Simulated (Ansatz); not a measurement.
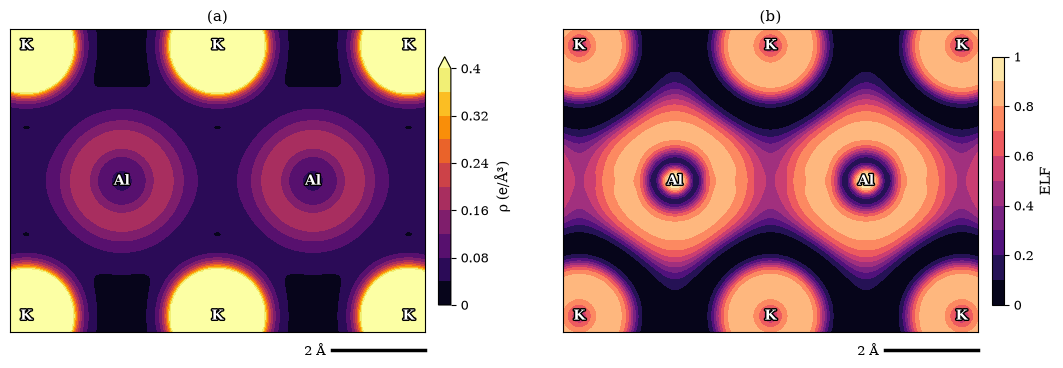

The picture shows: KAl. (a) valence pseudo-density; (b) ELF on the (011) plane of the conventional cell.

Space group Pm-3m; a structure generated by program, which may or may not match a known phase.

Theory: Ansatz 0.2.0, DFT PBE, scalar-relativistic, plane waves, PAW.

Core electrons are frozen (PAW), and the valence fields are smoothed inside the atomic spheres.

```xyz
2
Lattice="4.1269 0.0000 0.0000 0.0000 4.1269 0.0000 0.0000 0.0000 4.1269" Properties=species:S:1:pos:R:3 pbc="T T T"
K     2.0635    2.0635    2.0635
Al    0.0000    0.0000    0.0000
```

Question: What do the fields say about this system?

Answer: Atoms in the plane: K and Al.
K–Al (3.57 Å): ρ at the midpoint is about 0.06 e/Å³; the ELF peaks at about 0.85 in the valence shell of Al, 1.1 Å from its nucleus, and drops to about 0.05 between the two atoms.
Between the atoms the lowest density in this plane is 0.02 e/Å³.
The features right at K lie inside the PAW spheres, where the map follows smoothed inner orbitals and isn't to be read closely.
